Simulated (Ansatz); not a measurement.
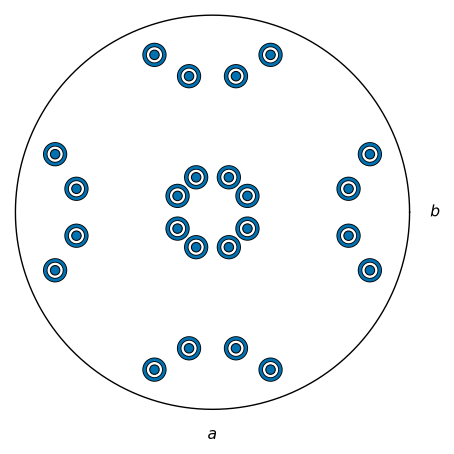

Stereographic projection: filled dots lie in the upper hemisphere, open rings in the lower. The c axis points at the viewer. The poles are all faces of one general form. Computed from the symmetry operations of a computed or model structure of composition Na.

Question: Which point group is this?

Answer: m-3m (Oh), order 48, cubic system: three fourfold axes, four threefold axes, six twofold axes, nine mirror planes, an inversion centre.

Question: Which physical properties does it allow?

Answer: It is centrosymmetric, so neither piezoelectric nor pyroelectric; it is not chiral.
